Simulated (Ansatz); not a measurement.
# doublet CH3ClFIn+ at 6 levels

Wanted: a comparison of 6 runs (UHF/STO-3G, UHF/3-21G, U-r2SCAN/def2-SVP, U-revPBE/def2-SVP, UBHLYP/def2-SVP, UCAM-B3LYP/def2-SVP) of doublet CH3ClFIn+. 

The calculation is run with Ansatz 0.2.0.

118 further runs of the same task are left out: 1 that didn't finish, 117 set aside as unsound or not needed. Runs told in other sessions of the task aren't counted.

## 1. The molecule

CH3ClFIn+: 7 atoms, total charge +1, spin state doublet. SMILES of the parent species: `[CH3][In]([F])[Cl]`. Geometry: relaxed at PBE0-D4/def2-TZVP. That shape belongs to the parent species and isn't relaxed for this state.

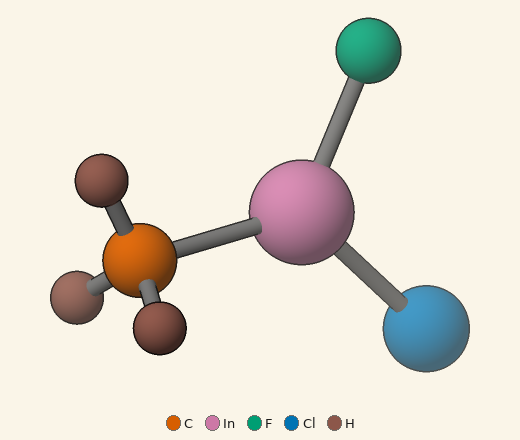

Viewed from a chosen angle; carbon orange, indium pink, fluorine teal, chlorine blue, hydrogen brown.

## 2. A single-point energy at UHF/STO-3G (run 1)

Input file run.yaml:

```yaml
crystal:
  periodic: [false, false, false]
  atoms:
    - {symbol: C, position_ang: [-0.390800, 0.951400, 0.427300]}
    - {symbol: In, position_ang: [0.391000, -0.846100, -0.384300]}
    - {symbol: F, position_ang: [2.306000, -1.125500, -0.600500]}
    - {symbol: Cl, position_ang: [-0.728400, -2.728700, -1.135500]}
    - {symbol: H, position_ang: [-1.112900, 1.373000, -0.270800]}
    - {symbol: H, position_ang: [-0.891300, 0.725700, 1.368500]}
    - {symbol: H, position_ang: [0.426300, 1.650400, 0.595200]}
basis:
  gaussian:
    orbitals: STO-3G
total_charge: 1
magnetization:
  spin_polarized: true
  initial_magnetization: 1
hamiltonian:
  xc: hf
accuracy: high
output:
  orbitals: {seedname: orbitals}
```

Launch:

```bash
ansatz run run.yaml --threads 1 --pin off --max-ram 3480MiB --events-out events.jsonl --progress --plain --runs-dir runs
```

What it wrote:

```text
Warning: RAYON_NUM_THREADS=1 ignored (pool sized by the plan → 1); use --threads N
Functional definition: HF
  name "HF"
  exchange = exact_x
  correlation = 0
956 factors; integrals over basis functions are off by at most 9.3e-9 eV
mean field evaluation 1: about -170731.0535 eV, gradient 2.0e1 eV
mean field evaluation 2: about -170731.1248 eV, gradient 2.0e1 eV
mean field evaluation 4: about -170736.7231 eV, gradient 3.2e0 eV
mean field evaluation 8: about -170737.1924 eV, gradient 2.4e0 eV
mean field evaluation 16: about -170738.5102 eV, gradient 3.8e-2 eV
mean field evaluation 32: about -170738.3378 eV, gradient 2.0e-1 eV
mean field evaluation 64: about -170738.2007 eV, gradient 8.2e-1 eV
mean field evaluation 96: about -170733.6385 eV, gradient 1.4e1 eV
mean field evaluation 128: about -170725.5086 eV, gradient 1.1e1 eV
mean field -170738.51020754 eV, -6274.5245194084 hartree, gradient 3.1e-8 eV, S^2 0.751787; 2 other end points of the search recorded, 0 dependent functions left out
reference -170738.51020754 eV, -6274.5245194084 hartree; 42, 41 occupied and 7, 8 virtual orbitals, 956 factors
Total energy: -170738.51020754 eV, -6274.5245194084 hartree
```

It took 3.6 s on 1 thread of Arm Neoverse V2, shared host; peak memory 0.2 GiB.

## 3. A single-point energy at UHF/3-21G (run 2)

Input file molecule.yaml:

```yaml
crystal:
  periodic: [false, false, false]
  atoms:
    - {symbol: C, position_ang: [-0.390800, 0.951400, 0.427300]}
    - {symbol: In, position_ang: [0.391000, -0.846100, -0.384300]}
    - {symbol: F, position_ang: [2.306000, -1.125500, -0.600500]}
    - {symbol: Cl, position_ang: [-0.728400, -2.728700, -1.135500]}
    - {symbol: H, position_ang: [-1.112900, 1.373000, -0.270800]}
    - {symbol: H, position_ang: [-0.891300, 0.725700, 1.368500]}
    - {symbol: H, position_ang: [0.426300, 1.650400, 0.595200]}
basis:
  gaussian: {orbitals: 3-21G-spherical.json}
total_charge: 1
magnetization: {spin_polarized: true, initial_magnetization: 1}
hamiltonian: {xc: hf}
accuracy: high
output: {orbitals: {seedname: orbitals}}
```

The basis set 3-21G is read from a file made from the Basis Set Exchange's data (not shown).

Launch:

```bash
ansatz run molecule.yaml --threads 1 --pin off --max-ram 3480MiB --events-out events.jsonl --progress --plain --runs-dir runs
```

What it wrote, cut to the lines that bear on the results:

```text
Warning: RAYON_NUM_THREADS=1 ignored (pool sized by the plan → 1); use --threads N
[... 2 set-up lines as earlier in the session ...]
[...]
1450 factors; integrals over basis functions are off by at most 1.2e-8 eV
[...]
mean field -171705.43531645 eV, -6310.0583617555 hartree, gradient 2.0e-8 eV, S^2 0.791859; 2 other end points of the search recorded, 0 dependent functions left out
reference -171705.43531645 eV, -6310.0583617555 hartree; 42, 41 occupied and 26, 27 virtual orbitals, 1450 factors
Total energy: -171705.43531645 eV, -6310.0583617555 hartree
```

It took 9.9 s on 1 thread of Arm Neoverse V2, shared host; peak memory 0.29 GiB.

Runs 3 to 5 aren't shown in full; the table further down has their settings and results.

## 4. The energy at UCAM-B3LYP/def2-SVP (core potential) (run 6)

Input file job.yaml:

```yaml
crystal:
  periodic: [false, false, false]
  atoms:
    - {symbol: C, position_ang: [-0.390800, 0.951400, 0.427300]}
    - {symbol: In, position_ang: [0.391000, -0.846100, -0.384300]}
    - {symbol: F, position_ang: [2.306000, -1.125500, -0.600500]}
    - {symbol: Cl, position_ang: [-0.728400, -2.728700, -1.135500]}
    - {symbol: H, position_ang: [-1.112900, 1.373000, -0.270800]}
    - {symbol: H, position_ang: [-0.891300, 0.725700, 1.368500]}
    - {symbol: H, position_ang: [0.426300, 1.650400, 0.595200]}
basis:
  gaussian: {orbitals: def2-SVP}
total_charge: 1
magnetization: {spin_polarized: true, initial_magnetization: 1}
hamiltonian: {xc: {name: CAM-B3LYP}}
accuracy: high
output: {orbitals: {seedname: orbitals}}
```

Launch:

```bash
ansatz run job.yaml --threads 1 --pin off --max-ram 3480MiB --events-out events.jsonl --progress --plain --runs-dir runs
```

What it wrote, cut to the lines that bear on the results:

```text
Warning: RAYON_NUM_THREADS=1 ignored (pool sized by the plan → 1); use --threads N
Functional definition: CAM-B3LYP
  name "CAM-B3LYP"
[...]
1981 factors; integrals over basis functions are off by at most 3.3e-9 eV
422 factors; integrals over basis functions are off by at most 1.5e-9 eV
[...]
mean field -21481.85919874 eV, -789.4437646264 hartree, gradient 8.8e-8 eV, S^2 0.771337; 6 other end points of the search recorded, 0 dependent functions left out
reference -21481.85921934 eV, -789.4437653837 hartree; 28, 27 occupied and 59, 60 virtual orbitals, 1981 factors
Total energy: -21481.85921934 eV, -789.4437653837 hartree
```

Run time: 34 s. Hardware: 1 thread of Arm Neoverse V2, shared host; peak memory 0.53 GiB.

## 5. All runs side by side

```csv
run,level,core potential,energy (Eh),HOMO energy (eV),LUMO energy (eV),⟨S²⟩,wall time
1,UHF/STO-3G,none,-6274.524519,-14.67,-3.36,0.752,3.6 s
2,UHF/3-21G,none,-6310.058362,-17.22,-9.57,0.792,9.9 s
3,U-r2SCAN/def2-SVP (core potential),def2-SVP,-789.494240,-13.97,-13.47,0.759,41 s
4,U-revPBE/def2-SVP (core potential),def2-SVP,-789.446846,-13.63,-13.32,0.754,20 s
5,UBHLYP/def2-SVP (core potential),def2-SVP,-789.360552,-15.67,-12.17,0.780,32 s
6,UCAM-B3LYP/def2-SVP (core potential),def2-SVP,-789.443765,-15.91,-12.06,0.771,34 s
```

## 6. Outcome

| quantity | value |
| --- | --- |
| run 6: total energy | -789.44377 Eh |
| run 6: HOMO energy (highest over α and β) | -15.91 eV |
| run 6: LUMO energy (lowest over α and β) | -12.06 eV |
| run 6: ⟨S²⟩ | 0.771 |

**Reading.** Totals of different functionals can't be ranked against each other. Some runs of one species differ in core potentials or relativity; totals across that change don't compare. In run 1 the basis is minimal, so the values are rough. In runs 1, 2 relativity is left out where basis or elements ask for it. All runs together took 2.3 min, the longest 41 s.
